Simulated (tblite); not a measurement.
C3H7N3OSi: geometry relaxation

System: C3H7N3OSi, SMILES COc1cnn([SiH3])n1.
Method: GFN2-xTB geometry optimisation, gas phase (tblite 0.8.0).

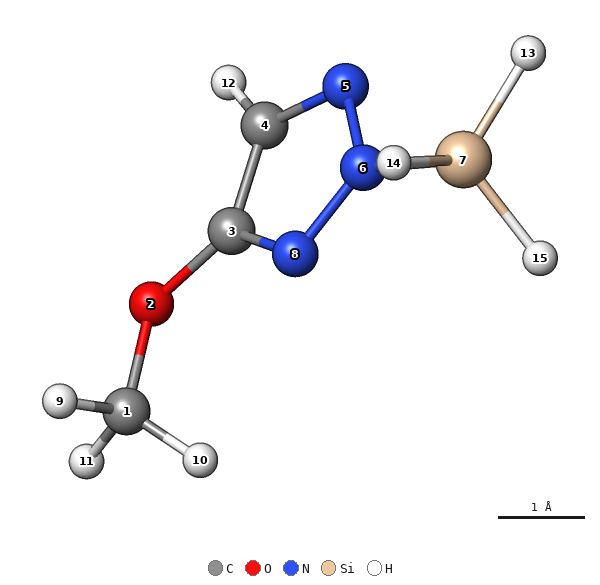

**Figure 1.** The input geometry (ball-and-stick view, seen at a tilt; atoms are numbered from 1 in the order of the input). Bond lengths as drawn: C–C 1.37 Å, C–H 1.08 to 1.13 Å, C–N 1.35 Å, C–O 1.38 to 1.41 Å, H–Si 1.46 to 1.49 Å, N–N 1.30 to 1.34 Å and N–Si 1.79 Å.

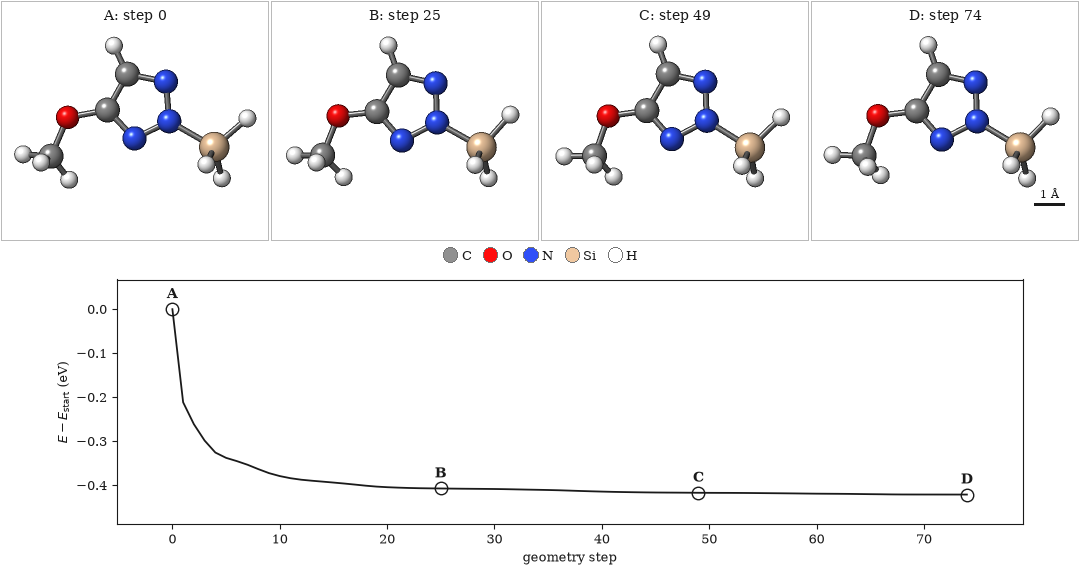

**Figure 2.** Frames of the relaxation (ball-and-stick view, seen at a tilt) above the curves, on which the letters mark them (steps are counted from 0).

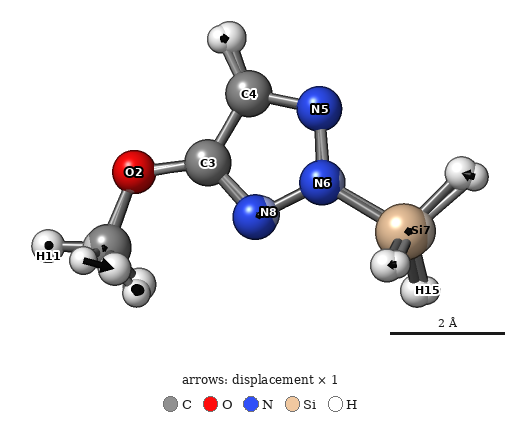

**Figure 3.** Start (faint) and end (solid) with the displacements as black arrows, at true length (ball-and-stick view, seen at a tilt). The two geometries are laid on each other by the best rigid fit. After 74 geometry steps the energy has fallen by 0.421 eV. Largest force component: 2.6 eV/Å at the start, 0.007 eV/Å at the end. H9 moves most after the best rigid fit: 0.57 Å. By element the largest moves are H 0.57 Å, Si 0.14 Å, C 0.10 Å, N 0.10 Å, O 0.06 Å. Among the contacts that change: O2–C3 1.380 → 1.335 Å, C3–C4 1.372 → 1.417 Å, C1–H11 1.130 → 1.088 Å, C4–N5 1.353 → 1.314 Å. Among the angles that change: C1–O2–C3 122.1° → 114.8°, N6–Si7–H13 109.1° → 103.1°, H9–C1–H10 113.9° → 108.6°. (Atoms are counted from 1 in the order of the input.)

These pictures come from the run below.

**Input file**
```
{"job": {"kind": "relax", "xc": "GFN2-xTB", "basis": "xTB"}, "charge": 0, "multiplicity": 1}
C     -2.686200    -0.864500    -0.331100
O     -2.177600     0.405200     0.022900
C     -0.824500     0.644500     0.150300
C     -0.197100     1.820000     0.478600
N      1.133800     1.573900     0.476200
N      1.304900     0.290100     0.121300
Si     2.881400    -0.540900    -0.053100
N      0.144300    -0.274400    -0.068300
H     -2.814300    -1.486700     0.583000
H     -2.156700    -1.366200    -1.134700
H     -3.720500    -0.644900    -0.729000
H     -0.698100     2.739500     0.725500
H      3.958500     0.425600     0.170300
H      2.882000    -1.616900     0.973900
H      2.965900    -1.096200    -1.407700
```

The first line tells a small driver script what to run in tblite; the rest is the geometry in Å.

Command:
```bash
OMP_NUM_THREADS=1 python <driver script> task.json out
```

**Log**
```
step      E/eV     max force
  0    -668.07121    2.767
  1    -668.28273    0.763
  2    -668.33242    0.557
  3    -668.36964    0.505
  4    -668.39683    0.472
  5    -668.40893    0.252
  6    -668.41629    0.237
  7    -668.42460    0.339
  8    -668.43447    0.334
  9    -668.44361    0.246
 10    -668.45029    0.243
 11    -668.45516    0.199
 12    -668.45857    0.163
 13    -668.46088    0.162
 14    -668.46293    0.120
 15    -668.46503    0.113
 16    -668.46723    0.112
 17    -668.46962    0.128
 18    -668.47211    0.118
 19    -668.47418    0.112
 20    -668.47556    0.095
 21    -668.47653    0.072
 22    -668.47730    0.066
 23    -668.47786    0.061
 24    -668.47821    0.047
 25    -668.47847    0.052
 26    -668.47875    0.055
 27    -668.47902    0.040
 28    -668.47923    0.035
 29    -668.47942    0.041
 30    -668.47966    0.063
 31    -668.48003    0.072
 32    -668.48052    0.069
 33    -668.48101    0.070
 34    -668.48146    0.056
 35    -668.48193    0.076
 36    -668.48253    0.083
 37    -668.48332    0.072
 38    -668.48414    0.070
 39    -668.48487    0.061
 40    -668.48554    0.070
 41    -668.48613    0.061
 42    -668.48660    0.054
 43    -668.48700    0.050
 44    -668.48735    0.040
 45    -668.48761    0.037
 46    -668.48778    0.038
 47    -668.48791    0.031
 48    -668.48807    0.038
 49    -668.48823    0.044
 50    -668.48837    0.029
 51    -668.48845    0.021
 52    -668.48850    0.022
 53    -668.48862    0.034
 54    -668.48880    0.047
 55    -668.48903    0.044
 56    -668.48925    0.043
 57    -668.48948    0.040
 58    -668.48973    0.045
 59    -668.49002    0.048
 60    -668.49027    0.037
 61    -668.49043    0.030
 62    -668.49058    0.031
 63    -668.49078    0.043
 64    -668.49109    0.061
 65    -668.49139    0.067
 66    -668.49163    0.080
 67    -668.49195    0.053
 68    -668.49211    0.022
 69    -668.49216    0.013
 70    -668.49219    0.017
 71    -668.49221    0.016
 72    -668.49224    0.013
 73    -668.49226    0.012
 74    -668.49228    0.009
```

**Trajectory as extended XYZ (Å, eV, eV/Å), 7 of the 75 frames kept, from step=0 to step=74**
```
15
Properties=species:S:1:pos:R:3:forces:R:3 step=0 energy=-668.07121
C    -2.6862   -0.8645   -0.3311   -1.2410   0.2980   0.2100
O    -2.1776    0.4052    0.0229    1.3010   0.5450   0.0400
C    -0.8245    0.6445    0.1503   -0.5420  -2.5930  -0.8010
C    -0.1971    1.8200    0.4786    1.6090   0.4010   0.3660
N     1.1338    1.5739    0.4762   -0.3930   0.6140  -0.0360
N     1.3049    0.2901    0.1213   -0.6410   1.7740   0.5160
Si    2.8814   -0.5409   -0.0531   -0.2200  -0.1470   0.3110
N     0.1443   -0.2744   -0.0683   -1.5490  -1.2460  -0.4230
H    -2.8143   -1.4867    0.5830    0.3460   0.1320  -0.6270
H    -2.1567   -1.3662   -1.1347    0.4290  -0.0470   0.2220
H    -3.7205   -0.6449   -0.7290    0.8440  -0.1340   0.4230
H    -0.6981    2.7395    0.7255    0.5810  -0.0250  -0.0130
H     3.9585    0.4256    0.1703   -0.2990   0.0500   0.0330
H     2.8820   -1.6169    0.9739   -0.0630   0.3180  -0.3010
H     2.9659   -1.0962   -1.4077   -0.1620   0.0600   0.0800
15
Properties=species:S:1:pos:R:3:forces:R:3 step=12 energy=-668.45857
C    -2.6656   -0.8327   -0.3255    0.0420   0.0630   0.0170
O    -2.1376    0.4351    0.0080   -0.0540   0.0800   0.0380
C    -0.8153    0.5595    0.1173   -0.0100   0.0590   0.0170
C    -0.1631    1.7678    0.4739   -0.0640   0.0160  -0.0060
N     1.1283    1.5416    0.4552   -0.0190  -0.0890  -0.0150
N     1.2701    0.2730    0.1113    0.0330  -0.0080   0.0070
Si    2.8266   -0.5295   -0.0367    0.0050  -0.0400  -0.0510
N     0.1081   -0.3582   -0.1009    0.0480   0.1090   0.0290
H    -2.7203   -1.4711    0.5607    0.0440  -0.0170  -0.0160
H    -2.0573   -1.3207   -1.0881   -0.0130  -0.0140  -0.0180
H    -3.6687   -0.6247   -0.6954   -0.0060  -0.1290  -0.0350
H    -0.6000    2.7113    0.7186    0.0440   0.0360   0.0060
H     3.8183    0.5172    0.2086   -0.1430  -0.0760  -0.0150
H     2.8196   -1.5919    0.9706    0.0500   0.0050  -0.0360
H     2.8524   -1.0686   -1.3996    0.0440   0.0030   0.0770
15
Properties=species:S:1:pos:R:3:forces:R:3 step=25 energy=-668.47847
C    -2.6317   -0.8284   -0.3261   -0.0080  -0.0060  -0.0030
O    -2.1663    0.4665    0.0033    0.0110  -0.0150   0.0030
C    -0.8432    0.5985    0.1209    0.0090   0.0080   0.0040
C    -0.1594    1.7878    0.4767    0.0220   0.0050  -0.0110
N     1.1262    1.5227    0.4556    0.0200  -0.0040   0.0130
N     1.2368    0.2505    0.1127   -0.0110   0.0010   0.0050
Si    2.7924   -0.5568   -0.0421   -0.0440   0.0260   0.0090
N     0.0593   -0.3424   -0.0968    0.0010   0.0040   0.0080
H    -2.6367   -1.4728    0.5575    0.0440   0.0080   0.0020
H    -2.0042   -1.2845   -1.0944   -0.0070   0.0190  -0.0030
H    -3.6487   -0.6976   -0.6904   -0.0190  -0.0130  -0.0080
H    -0.5465    2.7526    0.7251   -0.0210  -0.0200  -0.0110
H     3.7198    0.5343    0.2168    0.0280  -0.0090  -0.0070
H     2.8397   -1.6231    0.9574   -0.0180  -0.0030  -0.0070
H     2.8582   -1.0992   -1.3980   -0.0080  -0.0020   0.0050
15
Properties=species:S:1:pos:R:3:forces:R:3 step=37 energy=-668.48332
C    -2.6024   -0.8293   -0.3330    0.0010  -0.0090  -0.0030
O    -2.1723    0.4788   -0.0135    0.0380  -0.0130   0.0280
C    -0.8504    0.6122    0.1236    0.0220   0.0540  -0.0430
C    -0.1678    1.8039    0.4701   -0.0080   0.0080   0.0430
N     1.1179    1.5376    0.4725   -0.0010  -0.0330  -0.0630
N     1.2292    0.2620    0.1410   -0.0070  -0.0190   0.0250
Si    2.7707   -0.5691   -0.0352   -0.0450   0.0340  -0.0210
N     0.0525   -0.3324   -0.0741    0.0280   0.0360   0.0040
H    -2.5176   -1.4799    0.5404    0.0300  -0.0490   0.0040
H    -1.9969   -1.2376   -1.1437   -0.0140  -0.0530  -0.0240
H    -3.6435   -0.7508   -0.6353   -0.0390   0.0360  -0.0060
H    -0.5666    2.7670    0.7024    0.0070   0.0260   0.0060
H     3.7358    0.4940    0.2037    0.0030  -0.0060   0.0210
H     2.7887   -1.6433    0.9546    0.0060  -0.0130   0.0150
H     2.8182   -1.1049   -1.3954   -0.0220   0.0020   0.0130
15
Properties=species:S:1:pos:R:3:forces:R:3 step=49 energy=-668.48823
C    -2.5707   -0.8438   -0.3427   -0.0150  -0.0070   0.0050
O    -2.1670    0.4733   -0.0211   -0.0190   0.0030   0.0010
C    -0.8491    0.6349    0.1193   -0.0050  -0.0190  -0.0060
C    -0.1744    1.8319    0.4621    0.0180  -0.0010   0.0110
N     1.1127    1.5670    0.4784    0.0130   0.0310  -0.0130
N     1.2295    0.2892    0.1667    0.0040  -0.0010   0.0010
Si    2.7436   -0.5801   -0.0247    0.0310  -0.0270   0.0170
N     0.0587   -0.3085   -0.0556   -0.0230  -0.0210  -0.0170
H    -2.3789   -1.5183    0.4964    0.0060  -0.0040  -0.0160
H    -2.0308   -1.2120   -1.2185   -0.0040   0.0130   0.0040
H    -3.6381   -0.7939   -0.5484    0.0030   0.0110   0.0140
H    -0.5696    2.8003    0.6796   -0.0110   0.0000  -0.0010
H     3.7542    0.4404    0.2165   -0.0140  -0.0060   0.0070
H     2.7337   -1.6639    0.9584    0.0060   0.0240  -0.0140
H     2.7419   -1.1085   -1.3882    0.0110   0.0020   0.0070
15
Properties=species:S:1:pos:R:3:forces:R:3 step=62 energy=-668.49058
C    -2.5753   -0.8399   -0.3406   -0.0100   0.0050   0.0020
O    -2.1710    0.4692    0.0084    0.0080   0.0080  -0.0260
C    -0.8503    0.6309    0.1170    0.0030   0.0110   0.0200
C    -0.1740    1.8303    0.4488    0.0000  -0.0040   0.0110
N     1.1136    1.5690    0.4503    0.0030  -0.0220  -0.0080
N     1.2292    0.2896    0.1383    0.0010  -0.0080   0.0050
Si    2.7474   -0.5838   -0.0136   -0.0040   0.0190  -0.0100
N     0.0560   -0.3113   -0.0706    0.0130   0.0150   0.0100
H    -2.3198   -1.5439    0.4555    0.0020  -0.0180  -0.0110
H    -2.0857   -1.1601   -1.2638   -0.0140  -0.0070   0.0080
H    -3.6533   -0.7960   -0.4759   -0.0210  -0.0110   0.0010
H    -0.5767    2.7955    0.6683    0.0210   0.0000  -0.0010
H     3.7480    0.4373    0.2561    0.0090   0.0220  -0.0110
H     2.7368   -1.6609    0.9737   -0.0260  -0.0090   0.0140
H     2.7707   -1.1180   -1.3738    0.0170  -0.0010  -0.0020
15
Properties=species:S:1:pos:R:3:forces:R:3 step=74 energy=-668.49228
C    -2.5853   -0.8378   -0.3413    0.0010   0.0010   0.0010
O    -2.1715    0.4657    0.0191    0.0040   0.0000  -0.0060
C    -0.8495    0.6267    0.1179    0.0010   0.0020  -0.0010
C    -0.1691    1.8266    0.4410   -0.0030  -0.0020   0.0070
N     1.1180    1.5641    0.4323   -0.0030  -0.0060   0.0030
N     1.2304    0.2841    0.1234   -0.0010  -0.0010  -0.0040
Si    2.7547   -0.5811   -0.0050   -0.0020   0.0030  -0.0010
N     0.0554   -0.3163   -0.0744    0.0030   0.0030   0.0000
H    -2.2742   -1.5653    0.4129    0.0050   0.0060   0.0040
H    -2.1532   -1.1261   -1.3028   -0.0060  -0.0040  -0.0020
H    -3.6705   -0.8027   -0.4077   -0.0020   0.0020   0.0000
H    -0.5640    2.7944    0.6626   -0.0020  -0.0010  -0.0040
H     3.7440    0.4501    0.2719   -0.0010   0.0020   0.0010
H     2.7125   -1.6516    0.9895    0.0070  -0.0060   0.0010
H     2.8180   -1.1228   -1.3613   -0.0010   0.0010   0.0020
```

**Results in brief**

```csv
quantity,value
outcome,converged
total energy,−668.4923 eV
hardware,"1 CPU thread, shared host"
peak memory,0.18 GiB
```
